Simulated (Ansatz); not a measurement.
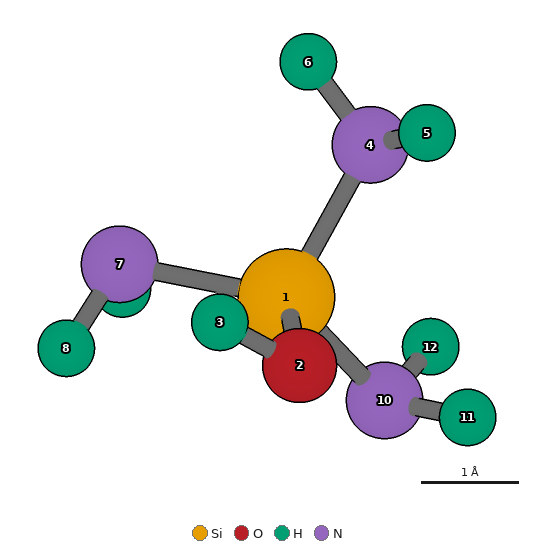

The starting structure (ball-and-stick view, seen at a tilt; atoms are numbered from 1 in the order of the input). Bond lengths as drawn: H–N 1.06 to 1.09 Å, H–O 1.04 Å, N–Si 1.78 to 1.82 Å and O–Si 1.71 Å.

**SiN3H7O: molecular dynamics (part 1 of 2)**

SiN3H7O, computed with RKS PBE/STO-3G (Ansatz 0.2.0).

One setting was made poor on purpose. It belongs to a series of runs on one base structure; here: dynamics from the last frame of an earlier run. Figures and captions count atoms from 1; the log counts them from 0 in places.

### The program's output
```
Engine: ansatz 0.2.0, aarch64-unknown-linux-gnu
Functional definition: PBE
  parameter kappa = 0.804
  parameter beta = 0.06672455060314922
  exchange = pbe_x(kappa = kappa, mu = beta*pi^2/3)
  correlation = pbe_c(beta = beta)
519 factors; integrals over basis functions are off by at most 1.1e-5 eV
mean field evaluation 1: about -14312.7467 eV, gradient 4.0e1 eV
mean field evaluation 2: about -14308.6795 eV, gradient 5.4e1 eV
mean field evaluation 4: about -14317.9043 eV, gradient 2.5e0 eV
mean field evaluation 8: about -14317.8336 eV, gradient 9.2e-2 eV
mean field -14317.83359001 eV, -526.1706794565 hartree, gradient 4.2e-5 eV, S^2 0.000000; 0 other end points of the search recorded, 0 dependent functions left out
the calculation of the forces begins
reference -14317.83361537 eV, -526.1706803887 hartree; 25, 25 occupied and 11, 11 virtual orbitals, 519 factors
md step     0: t =     0.00 fs  T =  3000.0 K  F+E_penalty+E_count = -14317.83359001 eV  E_kin = 3.877800 eV  conserved = -14313.95579004 eV  (23 SCF iters)
these checks for a lower state are left out or cut short: starts, cluster_reference, orbital_swaps, neighbouring_geometries, increment
519 factors; integrals over basis functions are off by at most 1.0e-5 eV
mean field evaluation 16: about -14317.7267 eV, gradient 3.0e0 eV
mean field -14317.68556742 eV, -526.1652397269 hartree, gradient 8.6e-6 eV, S^2 0.000000; 0 other end points of the search recorded, 0 dependent functions left out
the calculation of the forces begins
reference -14317.68559270 eV, -526.1652406558 hartree; 25, 25 occupied and 11, 11 virtual orbitals, 519 factors
md step     1: t =     0.50 fs  T =  2894.0 K  F+E_penalty+E_count = -14317.68556742 eV  E_kin = 3.740784 eV  conserved = -14313.94570604 eV  (26 SCF iters)
[... from here on the SCF iterations and repeated set-up lines of each step are left out, up to the last step ...]
md step     2: t =     1.00 fs  T =  2647.3 K  F+E_penalty+E_count = -14317.34739809 eV  E_kin = 3.421873 eV  conserved = -14313.93537346 eV  (27 SCF iters)
md step     3: t =     1.50 fs  T =  2376.9 K  F+E_penalty+E_count = -14316.96173716 eV  E_kin = 3.072338 eV  conserved = -14313.92849469 eV  (27 SCF iters)
md step     4: t =     2.00 fs  T =  2168.0 K  F+E_penalty+E_count = -14316.62908471 eV  E_kin = 2.802392 eV  conserved = -14313.92560897 eV  (26 SCF iters)
md step     5: t =     2.50 fs  T =  2063.8 K  F+E_penalty+E_count = -14316.39674521 eV  E_kin = 2.667732 eV  conserved = -14313.92521038 eV  (27 SCF iters)
md step     6: t =     3.00 fs  T =  2080.1 K  F+E_penalty+E_count = -14316.27708108 eV  E_kin = 2.688760 eV  conserved = -14313.92570915 eV  (27 SCF iters)
md step     7: t =     3.50 fs  T =  2221.8 K  F+E_penalty+E_count = -14316.26770552 eV  E_kin = 2.871920 eV  conserved = -14313.92655094 eV  (27 SCF iters)
md step     8: t =     4.00 fs  T =  2487.8 K  F+E_penalty+E_count = -14316.35814245 eV  E_kin = 3.215704 eV  conserved = -14313.92801810 eV  (27 SCF iters)
md step     9: t =     4.50 fs  T =  2863.1 K  F+E_penalty+E_count = -14316.52457304 eV  E_kin = 3.700900 eV  conserved = -14313.93067514 eV  (27 SCF iters)
md step    10: t =     5.00 fs  T =  3304.6 K  F+E_penalty+E_count = -14316.71973772 eV  E_kin = 4.271570 eV  conserved = -14313.93511257 eV  (26 SCF iters)
md step    11: t =     5.50 fs  T =  3725.8 K  F+E_penalty+E_count = -14316.86283160 eV  E_kin = 4.815914 eV  conserved = -14313.94168012 eV  (26 SCF iters)
md step    12: t =     6.00 fs  T =  3996.5 K  F+E_penalty+E_count = -14316.83715600 eV  E_kin = 5.165842 eV  conserved = -14313.94916530 eV  (27 SCF iters)
md step    13: t =     6.50 fs  T =  3984.7 K  F+E_penalty+E_count = -14316.51985518 eV  E_kin = 5.150639 eV  conserved = -14313.95182150 eV  (27 SCF iters)
md step    14: t =     7.00 fs  T =  3661.8 K  F+E_penalty+E_count = -14315.88390913 eV  E_kin = 4.733274 eV  conserved = -14313.93886332 eV  (27 SCF iters)
md step    15: t =     7.50 fs  T =  3220.7 K  F+E_penalty+E_count = -14315.15229713 eV  E_kin = 4.163113 eV  conserved = -14313.90855234 eV  (27 SCF iters)
md step    16: t =     8.00 fs  T =  3027.4 K  F+E_penalty+E_count = -14314.78273914 eV  E_kin = 3.913196 eV  conserved = -14313.88842452 eV  (26 SCF iters)
md step    17: t =     8.50 fs  T =  3304.9 K  F+E_penalty+E_count = -14315.06424538 eV  E_kin = 4.271978 eV  conserved = -14313.90518490 eV  (25 SCF iters)
md step    18: t =     9.00 fs  T =  3878.1 K  F+E_penalty+E_count = -14315.76084168 eV  E_kin = 5.012848 eV  conserved = -14313.93734729 eV  (27 SCF iters)
md step    19: t =     9.50 fs  T =  4346.9 K  F+E_penalty+E_count = -14316.38052607 eV  E_kin = 5.618745 eV  conserved = -14313.95279074 eV  (27 SCF iters)
md step    20: t =    10.00 fs  T =  4444.9 K  F+E_penalty+E_count = -14316.63845891 eV  E_kin = 5.745459 eV  conserved = -14313.94930021 eV  (27 SCF iters)
md step    21: t =    10.50 fs  T =  4169.5 K  F+E_penalty+E_count = -14316.54744128 eV  E_kin = 5.389468 eV  conserved = -14313.93885552 eV  (27 SCF iters)
md step    22: t =    11.00 fs  T =  3677.3 K  F+E_penalty+E_count = -14316.25957951 eV  E_kin = 4.753259 eV  conserved = -14313.92946033 eV  (27 SCF iters)
md step    23: t =    11.50 fs  T =  3142.4 K  F+E_penalty+E_count = -14315.92775864 eV  E_kin = 4.061916 eV  conserved = -14313.92325229 eV  (27 SCF iters)
md step    24: t =    12.00 fs  T =  2684.3 K  F+E_penalty+E_count = -14315.65533220 eV  E_kin = 3.469775 eV  conserved = -14313.91973923 eV  (27 SCF iters)
md step    25: t =    12.50 fs  T =  2361.1 K  F+E_penalty+E_count = -14315.49765884 eV  E_kin = 3.051918 eV  conserved = -14313.91798726 eV  (27 SCF iters)
md step    26: t =    13.00 fs  T =  2189.4 K  F+E_penalty+E_count = -14315.47759233 eV  E_kin = 2.830042 eV  conserved = -14313.91741171 eV  (27 SCF iters)
md step    27: t =    13.50 fs  T =  2164.2 K  F+E_penalty+E_count = -14315.59759585 eV  E_kin = 2.797429 eV  conserved = -14313.91792752 eV  (27 SCF iters)
md step    28: t =    14.00 fs  T =  2267.4 K  F+E_penalty+E_count = -14315.84398336 eV  E_kin = 2.930784 eV  conserved = -14313.91985823 eV  (27 SCF iters)
md step    29: t =    14.50 fs  T =  2467.5 K  F+E_penalty+E_count = -14316.18430377 eV  E_kin = 3.189502 eV  conserved = -14313.92365864 eV  (27 SCF iters)
md step    30: t =    15.00 fs  T =  2714.3 K  F+E_penalty+E_count = -14316.56188171 eV  E_kin = 3.508541 eV  conserved = -14313.92957546 eV  (26 SCF iters)
md step    31: t =    15.50 fs  T =  2935.1 K  F+E_penalty+E_count = -14316.89300525 eV  E_kin = 3.793861 eV  conserved = -14313.93732014 eV  (27 SCF iters)
md step    32: t =    16.00 fs  T =  3041.6 K  F+E_penalty+E_count = -14317.07352775 eV  E_kin = 3.931622 eV  conserved = -14313.94535746 eV  (27 SCF iters)
md step    33: t =    16.50 fs  T =  2958.7 K  F+E_penalty+E_count = -14317.00681966 eV  E_kin = 3.824457 eV  conserved = -14313.94966285 eV  (27 SCF iters)
md step    34: t =    17.00 fs  T =  2677.1 K  F+E_penalty+E_count = -14316.66699732 eV  E_kin = 3.460395 eV  conserved = -14313.94428879 eV  (26 SCF iters)
md step    35: t =    17.50 fs  T =  2305.3 K  F+E_penalty+E_count = -14316.17693402 eV  E_kin = 2.979833 eV  conserved = -14313.92814631 eV  (27 SCF iters)
md step    36: t =    18.00 fs  T =  2051.3 K  F+E_penalty+E_count = -14315.80316493 eV  E_kin = 2.651462 eV  conserved = -14313.91226431 eV  (25 SCF iters)
md step    37: t =    18.50 fs  T =  2098.1 K  F+E_penalty+E_count = -14315.78894826 eV  E_kin = 2.711950 eV  conserved = -14313.91159951 eV  (27 SCF iters)
md step    38: t =    19.00 fs  T =  2460.9 K  F+E_penalty+E_count = -14316.14510252 eV  E_kin = 3.180972 eV  conserved = -14313.92775171 eV  (27 SCF iters)
md step    39: t =    19.50 fs  T =  2963.1 K  F+E_penalty+E_count = -14316.62446955 eV  E_kin = 3.830044 eV  conserved = -14313.94511619 eV  (27 SCF iters)
md step    40: t =    20.00 fs  T =  3368.1 K  F+E_penalty+E_count = -14316.93079028 eV  E_kin = 4.353615 eV  conserved = -14313.94967494 eV  (27 SCF iters)
md step    41: t =    20.50 fs  T =  3538.8 K  F+E_penalty+E_count = -14316.93008857 eV  E_kin = 4.574255 eV  conserved = -14313.94257098 eV  (27 SCF iters)
md step    42: t =    21.00 fs  T =  3481.1 K  F+E_penalty+E_count = -14316.66948445 eV  E_kin = 4.499712 eV  conserved = -14313.93164663 eV  (27 SCF iters)
md step    43: t =    21.50 fs  T =  3287.8 K  F+E_penalty+E_count = -14316.27900619 eV  E_kin = 4.249870 eV  conserved = -14313.92220843 eV  (27 SCF iters)
md step    44: t =    22.00 fs  T =  3067.6 K  F+E_penalty+E_count = -14315.88677697 eV  E_kin = 3.965240 eV  conserved = -14313.91588775 eV  (27 SCF iters)
md step    45: t =    22.50 fs  T =  2905.1 K  F+E_penalty+E_count = -14315.58364574 eV  E_kin = 3.755143 eV  conserved = -14313.91246750 eV  (27 SCF iters)
md step    46: t =    23.00 fs  T =  2850.1 K  F+E_penalty+E_count = -14315.41951962 eV  E_kin = 3.684100 eV  conserved = -14313.91128917 eV  (27 SCF iters)
md step    47: t =    23.50 fs  T =  2921.2 K  F+E_penalty+E_count = -14315.41041848 eV  E_kin = 3.775932 eV  conserved = -14313.91182397 eV  (27 SCF iters)
md step    48: t =    24.00 fs  T =  3109.7 K  F+E_penalty+E_count = -14315.54543273 eV  E_kin = 4.019627 eV  conserved = -14313.91380836 eV  (27 SCF iters)
md step    49: t =    24.50 fs  T =  3381.4 K  F+E_penalty+E_count = -14315.79031042 eV  E_kin = 4.370752 eV  conserved = -14313.91720828 eV  (27 SCF iters)
md step    50: t =    25.00 fs  T =  3675.2 K  F+E_penalty+E_count = -14316.08848250 eV  E_kin = 4.750621 eV  conserved = -14313.92202057 eV  (27 SCF iters)
md step    51: t =    25.50 fs  T =  3908.4 K  F+E_penalty+E_count = -14316.36357151 eV  E_kin = 5.051964 eV  conserved = -14313.92789648 eV  (28 SCF iters)
md step    52: t =    26.00 fs  T =  3994.0 K  F+E_penalty+E_count = -14316.53049930 eV  E_kin = 5.162592 eV  conserved = -14313.93342329 eV  (27 SCF iters)
md step    53: t =    26.50 fs  T =  3878.2 K  F+E_penalty+E_count = -14316.52482769 eV  E_kin = 5.012999 eV  conserved = -14313.93560510 eV  (27 SCF iters)
md step    54: t =    27.00 fs  T =  3582.3 K  F+E_penalty+E_count = -14316.34967239 eV  E_kin = 4.630474 eV  conserved = -14313.93240422 eV  (27 SCF iters)
md step    55: t =    27.50 fs  T =  3202.6 K  F+E_penalty+E_count = -14316.09309454 eV  E_kin = 4.139741 eV  conserved = -14313.92862520 eV  (25 SCF iters)
md step    56: t =    28.00 fs  T =  2837.4 K  F+E_penalty+E_count = -14315.84940684 eV  E_kin = 3.667588 eV  conserved = -14313.93039388 eV  (26 SCF iters)
md step    57: t =    28.50 fs  T =  2527.8 K  F+E_penalty+E_count = -14315.64090323 eV  E_kin = 3.267387 eV  conserved = -14313.93063419 eV  (26 SCF iters)
md step    58: t =    29.00 fs  T =  2313.7 K  F+E_penalty+E_count = -14315.50301648 eV  E_kin = 2.990728 eV  conserved = -14313.92331579 eV  (26 SCF iters)
md step    59: t =    29.50 fs  T =  2267.1 K  F+E_penalty+E_count = -14315.54234388 eV  E_kin = 2.930437 eV  conserved = -14313.92144844 eV  (27 SCF iters)
md step    60: t =    30.00 fs  T =  2387.2 K  F+E_penalty+E_count = -14315.77150103 eV  E_kin = 3.085673 eV  conserved = -14313.93224332 eV  (27 SCF iters)
md step    61: t =    30.50 fs  T =  2552.4 K  F+E_penalty+E_count = -14316.02622029 eV  E_kin = 3.299269 eV  conserved = -14313.94226593 eV  (27 SCF iters)
md step    62: t =    31.00 fs  T =  2636.7 K  F+E_penalty+E_count = -14316.13989069 eV  E_kin = 3.408254 eV  conserved = -14313.94255101 eV  (27 SCF iters)
md step    63: t =    31.50 fs  T =  2608.0 K  F+E_penalty+E_count = -14316.07769190 eV  E_kin = 3.371131 eV  conserved = -14313.93660854 eV  (26 SCF iters)
md step    64: t =    32.00 fs  T =  2511.2 K  F+E_penalty+E_count = -14315.90270293 eV  E_kin = 3.245985 eV  conserved = -14313.92990491 eV  (27 SCF iters)
md step    65: t =    32.50 fs  T =  2411.9 K  F+E_penalty+E_count = -14315.69917551 eV  E_kin = 3.117661 eV  conserved = -14313.92497593 eV  (27 SCF iters)
md step    66: t =    33.00 fs  T =  2362.8 K  F+E_penalty+E_count = -14315.53136138 eV  E_kin = 3.054101 eV  conserved = -14313.92218306 eV  (27 SCF iters)
md step    67: t =    33.50 fs  T =  2394.9 K  F+E_penalty+E_count = -14315.43493458 eV  E_kin = 3.095666 eV  conserved = -14313.92113819 eV  (28 SCF iters)
md step    68: t =    34.00 fs  T =  2520.7 K  F+E_penalty+E_count = -14315.42128390 eV  E_kin = 3.258301 eV  conserved = -14313.92140956 eV  (28 SCF iters)
md step    69: t =    34.50 fs  T =  2736.8 K  F+E_penalty+E_count = -14315.48346679 eV  E_kin = 3.537609 eV  conserved = -14313.92266392 eV  (28 SCF iters)
md step    70: t =    35.00 fs  T =  3024.7 K  F+E_penalty+E_count = -14315.60080753 eV  E_kin = 3.909778 eV  conserved = -14313.92469595 eV  (28 SCF iters)
md step    71: t =    35.50 fs  T =  3349.2 K  F+E_penalty+E_count = -14315.74122639 eV  E_kin = 4.329222 eV  conserved = -14313.92758154 eV  (27 SCF iters)
md step    72: t =    36.00 fs  T =  3655.6 K  F+E_penalty+E_count = -14315.86016980 eV  E_kin = 4.725265 eV  conserved = -14313.93121849 eV  (27 SCF iters)
md step    73: t =    36.50 fs  T =  3877.5 K  F+E_penalty+E_count = -14315.90544478 eV  E_kin = 5.012120 eV  conserved = -14313.93345618 eV  (28 SCF iters)
md step    74: t =    37.00 fs  T =  3973.0 K  F+E_penalty+E_count = -14315.85279597 eV  E_kin = 5.135465 eV  conserved = -14313.93062133 eV  (26 SCF iters)
md step    75: t =    37.50 fs  T =  3965.2 K  F+E_penalty+E_count = -14315.75391501 eV  E_kin = 5.125372 eV  conserved = -14313.92555133 eV  (27 SCF iters)
md step    76: t =    38.00 fs  T =  3904.7 K  F+E_penalty+E_count = -14315.68658464 eV  E_kin = 5.047165 eV  conserved = -14313.92880301 eV  (27 SCF iters)
md step    77: t =    38.50 fs  T =  3772.8 K  F+E_penalty+E_count = -14315.61606241 eV  E_kin = 4.876734 eV  conserved = -14313.93873934 eV  (27 SCF iters)
md step    78: t =    39.00 fs  T =  3507.2 K  F+E_penalty+E_count = -14315.42518088 eV  E_kin = 4.533429 eV  conserved = -14313.93998303 eV  (27 SCF iters)
md step    79: t =    39.50 fs  T =  3143.7 K  F+E_penalty+E_count = -14315.12051868 eV  E_kin = 4.063570 eV  conserved = -14313.92763332 eV  (27 SCF iters)
md step    80: t =    40.00 fs  T =  2840.9 K  F+E_penalty+E_count = -14314.88825937 eV  E_kin = 3.672136 eV  conserved = -14313.91604779 eV  (27 SCF iters)
md step    81: t =    40.50 fs  T =  2721.6 K  F+E_penalty+E_count = -14314.88771997 eV  E_kin = 3.517956 eV  conserved = -14313.92003715 eV  (28 SCF iters)
md step    82: t =    41.00 fs  T =  2744.6 K  F+E_penalty+E_count = -14315.05953840 eV  E_kin = 3.547659 eV  conserved = -14313.93224112 eV  (28 SCF iters)
md step    83: t =    41.50 fs  T =  2778.5 K  F+E_penalty+E_count = -14315.22401228 eV  E_kin = 3.591438 eV  conserved = -14313.93847741 eV  (28 SCF iters)
md step    84: t =    42.00 fs  T =  2743.9 K  F+E_penalty+E_count = -14315.27691839 eV  E_kin = 3.546762 eV  conserved = -14313.93680393 eV  (28 SCF iters)
md step    85: t =    42.50 fs  T =  2649.5 K  F+E_penalty+E_count = -14315.23006969 eV  E_kin = 3.424787 eV  conserved = -14313.93199369 eV  (27 SCF iters)
md step    86: t =    43.00 fs  T =  2547.0 K  F+E_penalty+E_count = -14315.14839756 eV  E_kin = 3.292271 eV  conserved = -14313.92768692 eV  (28 SCF iters)
md step    87: t =    43.50 fs  T =  2487.2 K  F+E_penalty+E_count = -14315.09485456 eV  E_kin = 3.214974 eV  conserved = -14313.92504990 eV  (27 SCF iters)
md step    88: t =    44.00 fs  T =  2503.2 K  F+E_penalty+E_count = -14315.11034030 eV  E_kin = 3.235590 eV  conserved = -14313.92395409 eV  (27 SCF iters)
md step    89: t =    44.50 fs  T =  2608.9 K  F+E_penalty+E_count = -14315.21326570 eV  E_kin = 3.372239 eV  conserved = -14313.92421853 eV  (27 SCF iters)
md step    90: t =    45.00 fs  T =  2798.9 K  F+E_penalty+E_count = -14315.40018430 eV  E_kin = 3.617910 eV  conserved = -14313.92612024 eV  (27 SCF iters)
md step    91: t =    45.50 fs  T =  3043.1 K  F+E_penalty+E_count = -14315.64024034 eV  E_kin = 3.933477 eV  conserved = -14313.92966609 eV  (26 SCF iters)
md step    92: t =    46.00 fs  T =  3285.6 K  F+E_penalty+E_count = -14315.87498665 eV  E_kin = 4.246902 eV  conserved = -14313.93326858 eV  (26 SCF iters)
md step    93: t =    46.50 fs  T =  3464.9 K  F+E_penalty+E_count = -14316.04272024 eV  E_kin = 4.478717 eV  conserved = -14313.93444464 eV  (26 SCF iters)
md step    94: t =    47.00 fs  T =  3548.7 K  F+E_penalty+E_count = -14316.11923122 eV  E_kin = 4.587041 eV  conserved = -14313.93238773 eV  (24 SCF iters)
md step    95: t =    47.50 fs  T =  3553.2 K  F+E_penalty+E_count = -14316.13761814 eV  E_kin = 4.592916 eV  conserved = -14313.92917896 eV  (28 SCF iters)
md step    96: t =    48.00 fs  T =  3520.2 K  F+E_penalty+E_count = -14316.15791410 eV  E_kin = 4.550272 eV  conserved = -14313.92989963 eV  (25 SCF iters)
md step    97: t =    48.50 fs  T =  3457.4 K  F+E_penalty+E_count = -14316.18864092 eV  E_kin = 4.468990 eV  conserved = -14313.93728349 eV  (25 SCF iters)
md step    98: t =    49.00 fs  T =  3313.7 K  F+E_penalty+E_count = -14316.14848869 eV  E_kin = 4.283276 eV  conserved = -14313.94507175 eV  (27 SCF iters)
md step    99: t =    49.50 fs  T =  3044.9 K  F+E_penalty+E_count = -14315.95307996 eV  E_kin = 3.935888 eV  conserved = -14313.94504224 eV  (26 SCF iters)
md step   100: t =    50.00 fs  T =  2694.8 K  F+E_penalty+E_count = -14315.63067601 eV  E_kin = 3.483358 eV  conserved = -14313.93547028 eV  (27 SCF iters)
md step   101: t =    50.50 fs  T =  2395.3 K  F+E_penalty+E_count = -14315.33799602 eV  E_kin = 3.096227 eV  conserved = -14313.92409084 eV  (27 SCF iters)
md step   102: t =    51.00 fs  T =  2268.7 K  F+E_penalty+E_count = -14315.23817852 eV  E_kin = 2.932506 eV  conserved = -14313.92373968 eV  (26 SCF iters)
md step   103: t =    51.50 fs  T =  2314.6 K  F+E_penalty+E_count = -14315.33183380 eV  E_kin = 2.991849 eV  conserved = -14313.93419363 eV  (27 SCF iters)
md step   104: t =    52.00 fs  T =  2422.5 K  F+E_penalty+E_count = -14315.46559358 eV  E_kin = 3.131265 eV  conserved = -14313.94241108 eV  (27 SCF iters)
md step   105: t =    52.50 fs  T =  2490.6 K  F+E_penalty+E_count = -14315.50502796 eV  E_kin = 3.219389 eV  conserved = -14313.94228672 eV  (27 SCF iters)
md step   106: t =    53.00 fs  T =  2497.9 K  F+E_penalty+E_count = -14315.42900300 eV  E_kin = 3.228825 eV  conserved = -14313.93693483 eV  (27 SCF iters)
md step   107: t =    53.50 fs  T =  2486.3 K  F+E_penalty+E_count = -14315.29753071 eV  E_kin = 3.213828 eV  conserved = -14313.93058514 eV  (27 SCF iters)
md step   108: t =    54.00 fs  T =  2518.5 K  F+E_penalty+E_count = -14315.19305660 eV  E_kin = 3.255460 eV  conserved = -14313.92557833 eV  (27 SCF iters)
md step   109: t =    54.50 fs  T =  2648.1 K  F+E_penalty+E_count = -14315.18342404 eV  E_kin = 3.422988 eV  conserved = -14313.92323399 eV  (27 SCF iters)
md step   110: t =    55.00 fs  T =  2899.1 K  F+E_penalty+E_count = -14315.29899754 eV  E_kin = 3.747374 eV  conserved = -14313.92454576 eV  (26 SCF iters)
md step   111: t =    55.50 fs  T =  3247.7 K  F+E_penalty+E_count = -14315.51501885 eV  E_kin = 4.197917 eV  conserved = -14313.92932121 eV  (26 SCF iters)
md step   112: t =    56.00 fs  T =  3617.2 K  F+E_penalty+E_count = -14315.75175858 eV  E_kin = 4.675638 eV  conserved = -14313.93492412 eV  (27 SCF iters)
md step   113: t =    56.50 fs  T =  3907.3 K  F+E_penalty+E_count = -14315.91290726 eV  E_kin = 5.050623 eV  conserved = -14313.93667881 eV  (24 SCF iters)
md step   114: t =    57.00 fs  T =  4057.5 K  F+E_penalty+E_count = -14315.95817209 eV  E_kin = 5.244695 eV  conserved = -14313.93129699 eV  (26 SCF iters)
md step   115: t =    57.50 fs  T =  4097.5 K  F+E_penalty+E_count = -14315.95607860 eV  E_kin = 5.296406 eV  conserved = -14313.92228645 eV  (26 SCF iters)
md step   116: t =    58.00 fs  T =  4111.2 K  F+E_penalty+E_count = -14316.03446204 eV  E_kin = 5.314181 eV  conserved = -14313.91994983 eV  (27 SCF iters)
md step   117: t =    58.50 fs  T =  4126.0 K  F+E_penalty+E_count = -14316.23586157 eV  E_kin = 5.333214 eV  conserved = -14313.92892156 eV  (26 SCF iters)
md step   118: t =    59.00 fs  T =  4065.1 K  F+E_penalty+E_count = -14316.45204315 eV  E_kin = 5.254534 eV  conserved = -14313.94151972 eV  (26 SCF iters)
md step   119: t =    59.50 fs  T =  3830.3 K  F+E_penalty+E_count = -14316.52766968 eV  E_kin = 4.951043 eV  conserved = -14313.95016368 eV  (27 SCF iters)
md step   120: t =    60.00 fs  T =  3397.2 K  F+E_penalty+E_count = -14316.37781248 eV  E_kin = 4.391279 eV  conserved = -14313.95181538 eV  (27 SCF iters)
md step   121: t =    60.50 fs  T =  2847.4 K  F+E_penalty+E_count = -14316.03944446 eV  E_kin = 3.680537 eV  conserved = -14313.94317965 eV  (28 SCF iters)
```
